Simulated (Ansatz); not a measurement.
# Run report: AlSi3H7O, nudged elastic band (part 1 of 2)

- system: AlSi3H7O
- method: RKS r2SCANh-D4/STO-3G (Ansatz 0.2.0)

The run did not end well. One setting was made poor on purpose. It belongs to a series of runs on one base structure; here: band between the two ends.

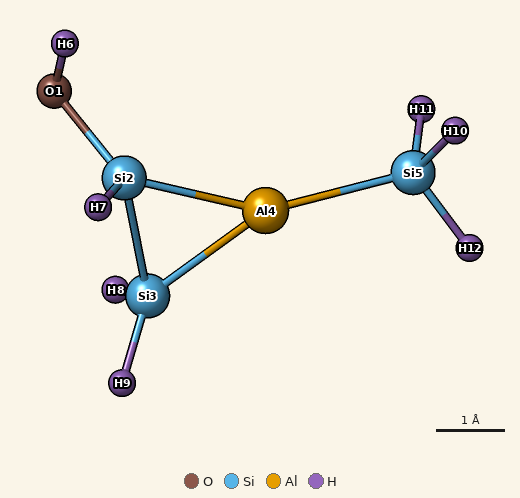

The starting structure (ball-and-stick view, seen at a tilt; atoms are numbered from 1 in the order of the input). Sticks mark near contacts.

### Input file
```yaml
crystal:
  periodic: [false, false, false]
  atoms:
    - { symbol: O, position_ang: [-2.226475, 1.374414, 1.56943] }
    - { symbol: Si, position_ang: [-0.56769, 0.867465, 1.428474] }
    - { symbol: Si, position_ang: [-0.08065, -1.348714, 1.499165] }
    - { symbol: Al, position_ang: [0.464672, -0.121076, -0.337987] }
    - { symbol: Si, position_ang: [1.088538, -0.179857, -2.549106] }
    - { symbol: H, position_ang: [-2.173388, 2.365999, 1.33627] }
    - { symbol: H, position_ang: [0.257211, 1.635088, 2.356774] }
    - { symbol: H, position_ang: [-1.172277, -2.299456, 1.448389] }
    - { symbol: H, position_ang: [0.815318, -1.766878, 2.557419] }
    - { symbol: H, position_ang: [1.686351, 1.053516, -3.008879] }
    - { symbol: H, position_ang: [-0.053615, -0.411609, -3.405939] }
    - { symbol: H, position_ang: [2.038904, -1.224094, -2.859911] }
basis:
  gaussian: { orbitals: STO-3G }
hamiltonian:
  xc: r2scanh
  dispersion: d4
neb:
  order_check: false
  images: 9
  f_tol: 0.5
  max_iterations: 12
  final_atoms:
    - { symbol: O, position_ang: [-2.33638625, 0.90760306, 0.58252774] }
    - { symbol: Si, position_ang: [-0.84983811, 0.94157443, 1.42037421] }
    - { symbol: Si, position_ang: [-0.39855967, -1.14327816, 1.8566358] }
    - { symbol: Al, position_ang: [1.05301879, 0.09728661, 0.31619069] }
    - { symbol: Si, position_ang: [0.85479306, 0.20936278, -1.97069599] }
    - { symbol: H, position_ang: [-2.32888742, 1.72416989, -0.02461744] }
    - { symbol: H, position_ang: [2.414367, 0.24941743, 0.9322196] }
    - { symbol: H, position_ang: [-1.18986242, -2.32135496, 1.56186814] }
    - { symbol: H, position_ang: [0.43463251, -1.43746171, 3.00095548] }
    - { symbol: H, position_ang: [1.34967526, 1.44812922, -2.53006005] }
    - { symbol: H, position_ang: [-0.50602984, 0.10454546, -2.45028572] }
    - { symbol: H, position_ang: [1.57997609, -0.83519605, -2.66101346] }
  initial_path:
    images:
      - { positions_ang: [[-2.226475, 1.374414, 1.56943], [-0.56769, 0.867465, 1.428474], [-0.08065, -1.348714, 1.499165], [0.464672, -0.121076, -0.337987], [1.088538, -0.179857, -2.549106], [-2.173388, 2.365999, 1.33627], [0.257211, 1.635088, 2.356774], [-1.172277, -2.299456, 1.448389], [0.815318, -1.766878, 2.557419], [1.686351, 1.053516, -3.008879], [-0.053615, -0.411609, -3.405939], [2.038904, -1.224094, -2.859911]] }
      - { positions_ang: [[-2.22774138, 1.32641201, 1.53703327], [-0.58168048, 0.86162973, 1.48870014], [-0.12072494, -1.34419609, 1.54720573], [0.49643637, -0.110278, -0.2937134], [1.07825741, -0.14738379, -2.52762743], [-2.19148534, 2.30244603, 1.24769699], [0.41902292, 1.53686299, 2.11897787], [-1.22136702, -2.26286125, 1.46311419], [0.80668706, -1.75620375, 2.60132942], [1.6675907, 1.10428178, -2.95580938], [-0.08535346, -0.37654098, -3.35831961], [2.03725717, -1.18937068, -2.83448878]] }
      - { positions_ang: [[-2.22900776, 1.27841001, 1.50463653], [-0.59567096, 0.85579447, 1.54892628], [-0.16079989, -1.33967818, 1.59524645], [0.52820073, -0.09948001, -0.24943979], [1.06797682, -0.11491058, -2.50614887], [-2.20958268, 2.23889306, 1.15912398], [0.58083485, 1.43863798, 1.88118174], [-1.27045704, -2.2262665, 1.47783939], [0.79805612, -1.74552951, 2.64523983], [1.6488304, 1.15504756, -2.90273976], [-0.11709192, -0.34147296, -3.31070022], [2.03561034, -1.15464736, -2.80906656]] }
      - { positions_ang: [[-2.23027414, 1.23040802, 1.4722398], [-0.60966144, 0.8499592, 1.60915242], [-0.20087483, -1.33516026, 1.64328718], [0.5599651, -0.08868201, -0.20516619], [1.05769623, -0.08243737, -2.4846703], [-2.22768002, 2.17534009, 1.07055097], [0.74264677, 1.34041297, 1.64338561], [-1.31954706, -2.18967175, 1.49256458], [0.78942518, -1.73485526, 2.68915025], [1.6300701, 1.20581335, -2.84967014], [-0.14883039, -0.30640493, -3.26308084], [2.0339635, -1.11992404, -2.78364434]] }
      - { positions_ang: [[-2.23154052, 1.18240603, 1.43984306], [-0.62365192, 0.84412394, 1.66937856], [-0.24094978, -1.33064235, 1.69132791], [0.59172947, -0.07788402, -0.16089258], [1.04741564, -0.04996416, -2.46319173], [-2.24577736, 2.11178712, 0.98197796], [0.90445869, 1.24218796, 1.40558948], [-1.36863708, -2.153077, 1.50728977], [0.78079424, -1.72418102, 2.73306066], [1.6113098, 1.25657913, -2.79660052], [-0.18056885, -0.27133691, -3.21546145], [2.03231667, -1.08520072, -2.75822212]] }
      - { positions_ang: [[-2.2328069, 1.13440404, 1.40744633], [-0.6376424, 0.83828867, 1.7296047], [-0.28102472, -1.32612444, 1.73936863], [0.62349383, -0.06708602, -0.11661898], [1.03713505, -0.01749095, -2.44171317], [-2.2638747, 2.04823415, 0.89340495], [1.06627062, 1.14396295, 1.16779335], [-1.4177271, -2.11648225, 1.52201496], [0.7721633, -1.71350677, 2.77697108], [1.5925495, 1.30734491, -2.74353091], [-0.21230731, -0.23626889, -3.16784206], [2.03066984, -1.0504774, -2.7327999]] }
      - { positions_ang: [[-2.25352277, 1.08904384, 1.24246261], [-0.68008154, 0.85894582, 1.6677586], [-0.30453171, -1.28955518, 1.76282207], [0.70939882, -0.0342115, -0.03005705], [1.00066666, 0.0278798, -2.34750973], [-2.27687724, 1.9834213, 0.70980047], [1.33588989, 0.96505385, 1.1206786], [-1.37215417, -2.15745679, 1.5299856], [0.70465714, -1.65829776, 2.82176796], [1.54397465, 1.33550177, -2.70083673], [-0.27105182, -0.16810602, -3.02433079], [1.94053109, -1.00742113, -2.71844261]] }
      - { positions_ang: [[-2.27423864, 1.04368365, 1.07747889], [-0.72252069, 0.87960297, 1.6059125], [-0.3280387, -1.25298593, 1.7862755], [0.79530382, -0.00133697, 0.05650489], [0.96419826, 0.07325054, -2.2533063], [-2.28987979, 1.91860845, 0.526196], [1.60550917, 0.78614474, 1.07356385], [-1.32658123, -2.19843133, 1.53795624], [0.63715098, -1.60308875, 2.86656484], [1.4953998, 1.36365864, -2.65814256], [-0.32979632, -0.09994315, -2.88081952], [1.85039234, -0.96436486, -2.70408532]] }
      - { positions_ang: [[-2.29495451, 0.99832345, 0.91249518], [-0.76495983, 0.90026013, 1.5440664], [-0.35154569, -1.21641667, 1.80972893], [0.88120881, 0.03153756, 0.14306682], [0.92772986, 0.11862129, -2.15910286], [-2.30288233, 1.8537956, 0.34259152], [1.87512845, 0.60723564, 1.0264491], [-1.28100829, -2.23940588, 1.54592687], [0.56964482, -1.54787974, 2.91136172], [1.44682495, 1.3918155, -2.61544839], [-0.38854083, -0.03178028, -2.73730825], [1.76025359, -0.92130859, -2.68972803]] }
      - { positions_ang: [[-2.31567038, 0.95296326, 0.74751146], [-0.80739897, 0.92091728, 1.48222031], [-0.37505268, -1.17984742, 1.83318236], [0.9671138, 0.06441208, 0.22962876], [0.89126146, 0.16399203, -2.06489943], [-2.31588487, 1.78898274, 0.15898704], [2.14474772, 0.42832654, 0.97933435], [-1.23543536, -2.28038042, 1.55389751], [0.50213867, -1.49267072, 2.9561586], [1.3982501, 1.41997236, -2.57275422], [-0.44728534, 0.03638259, -2.59379699], [1.67011484, -0.87825232, -2.67537075]] }
      - { positions_ang: [[-2.33638625, 0.90760306, 0.58252774], [-0.84983811, 0.94157443, 1.42037421], [-0.39855967, -1.14327816, 1.8566358], [1.05301879, 0.09728661, 0.31619069], [0.85479306, 0.20936278, -1.97069599], [-2.32888742, 1.72416989, -0.02461744], [2.414367, 0.24941743, 0.9322196], [-1.18986242, -2.32135496, 1.56186814], [0.43463251, -1.43746171, 3.00095548], [1.34967526, 1.44812922, -2.53006005], [-0.50602984, 0.10454546, -2.45028572], [1.57997609, -0.83519605, -2.66101346]] }
```

Machine: 1 thread of Intel Xeon @ 2.50GHz (Skylake/Cascade Lake), 64 GiB of memory available, shared host.

Launched with:
```bash
ansatz run input.yaml --threads 1 --pin off --max-ram 2048MiB --backend cpu --events-out ev --progress --plain --runs-dir out
```

### Log
```
Engine: ansatz 0.2.0, x86_64-unknown-linux-gnu
Functional definition: r2SCANh
  parameter a = 0.1
  parameter k0 = 0.174
  parameter k1 = 0.065
  parameter a1 = 4.9479
  exchange = (1 - a)*r2scan_x(k0 = k0, k1 = k1, a1 = a1) + a*exact_x
  correlation = r2scan_c
619 factors; integrals over basis functions are off by at most 1.3e-5 eV
mean field evaluation 1: about -32001.2185 eV, gradient 2.8e1 eV
mean field evaluation 2: about -31940.5461 eV, gradient 1.1e2 eV
mean field evaluation 4: about -32004.1443 eV, gradient 3.4e0 eV
mean field evaluation 8: about -32004.1534 eV, gradient 3.1e-2 eV
mean field -32004.15342839 eV, -1176.1309452992 hartree, gradient 7.4e-5 eV, S^2 0.000000; 0 other end points of the search recorded, 0 dependent functions left out
the calculation of the forces begins
reference -32004.15343631 eV, -1176.1309455900 hartree; 35, 35 occupied and 13, 13 virtual orbitals, 619 factors
623 factors; integrals over basis functions are off by at most 2.3e-5 eV
mean field evaluation 16: about -31981.0452 eV, gradient 8.8e1 eV
mean field -32004.44570770 eV, -1176.1416863656 hartree, gradient 4.1e-5 eV, S^2 0.000000; 0 other end points of the search recorded, 0 dependent functions left out
[... from here on the field's lines of each further geometry are left out, up to the last ...]
NEB iter   1: max|band force component| = 4.963e0 eV/Å  barrier→ = 4.0937 eV  barrier← = 4.3995 eV  Δτ_max = 0.2000 Å  (320 SCF iters)
NEB iter   2: max|band force component| = 2.901e0 eV/Å  barrier→ = 2.0587 eV  barrier← = 2.3644 eV  Δτ_max = 0.2000 Å  (255 SCF iters)
NEB iter   3: max|band force component| = 2.834e0 eV/Å  barrier→ = 1.7314 eV  barrier← = 2.0371 eV  Δτ_max = 0.2000 Å  (245 SCF iters)
NEB iter   4: max|band force component| = 1.432e0 eV/Å  barrier→ = 1.5505 eV  barrier← = 1.8562 eV  Δτ_max = 0.2000 Å  (250 SCF iters)
NEB iter   5: max|band force component| = 1.887e0 eV/Å  barrier→ = 1.3080 eV  barrier← = 1.6137 eV  Δτ_max = 0.1024 Å  (259 SCF iters)
NEB iter   6: max|band force component| = 1.972e0 eV/Å  barrier→ = 1.4633 eV  barrier← = 1.7690 eV  Δτ_max = 0.0507 Å  (243 SCF iters)
NEB iter   7: max|band force component| = 1.488e0 eV/Å  barrier→ = 1.4542 eV  barrier← = 1.7600 eV  Δτ_max = 0.0501 Å  (225 SCF iters)
NEB iter   8: max|band force component| = 7.130e-1 eV/Å  barrier→ = 1.4261 eV  barrier← = 1.7318 eV  Δτ_max = 0.1019 Å  (227 SCF iters)
NEB iter   9: max|band force component| = 6.943e-1 eV/Å  barrier→ = 1.3959 eV  barrier← = 1.7016 eV  Δτ_max = 0.1012 Å  (229 SCF iters)
NEB iter  10: max|band force component| = 9.403e-1 eV/Å  barrier→ = 1.3096 eV  barrier← = 1.6153 eV  Δτ_max = 0.0507 Å  (231 SCF iters)
NEB iter  11: max|band force component| = 6.656e-1 eV/Å  barrier→ = 1.2547 eV  barrier← = 1.5604 eV  Δτ_max = 0.0504 Å  (225 SCF iters)
the calculation of the forces begins
reference -32004.25378740 eV, -1176.1346334246 hartree; 35, 35 occupied and 13, 13 virtual orbitals, 622 factors
these checks for a lower state are left out or cut short: starts, cluster_reference, orbital_swaps, neighbouring_geometries, increment
622 factors; integrals over basis functions are off by at most 2.6e-5 eV
mean field evaluation 896: about -32004.4000 eV, gradient 1.6e-5 eV
mean field -32004.39995237 eV, -1176.1400048880 hartree, gradient 1.6e-5 eV, S^2 0.000000; 0 other end points of the search recorded, 0 dependent functions left out
the calculation of the forces begins
reference -32004.39996018 eV, -1176.1400051753 hartree; 35, 35 occupied and 13, 13 virtual orbitals, 622 factors
NEB iter  12: max|band force component| = 5.003e-1 eV/Å  barrier→ = 1.2120 eV  barrier← = 1.5177 eV  Δτ_max = 0.1007 Å  (228 SCF iters)
```

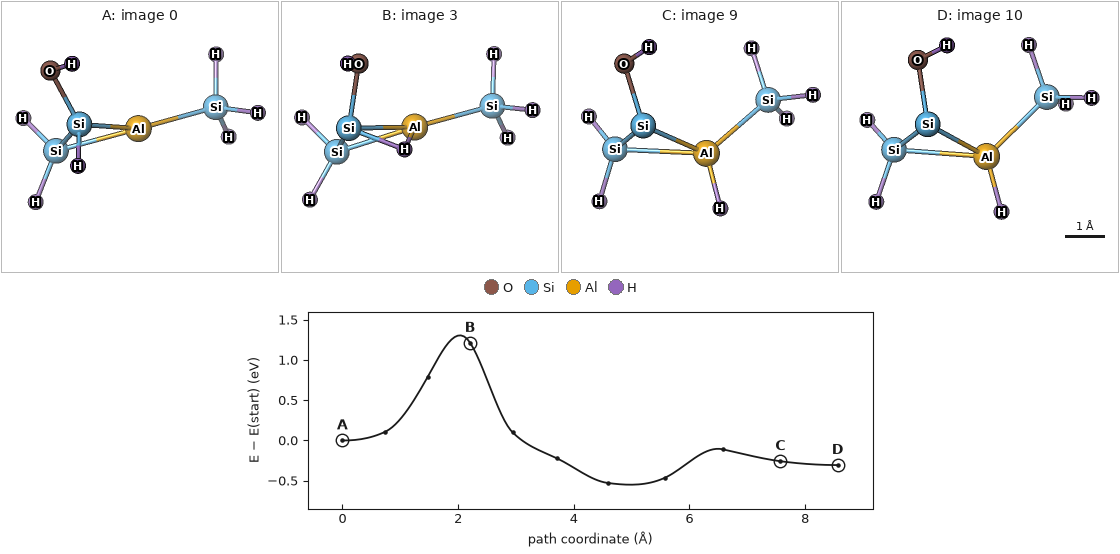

Images of the last band (counted from 0; ball-and-stick, seen at a tilt) above the energy along the path; the line is a cubic interpolation that uses the forces. The highest image is number 3, 1.212 eV above the start and 1.518 eV above the end; the end lies 0.306 eV below the start. The path is 8.57 Å long. The band had not converged after 12 iterations.
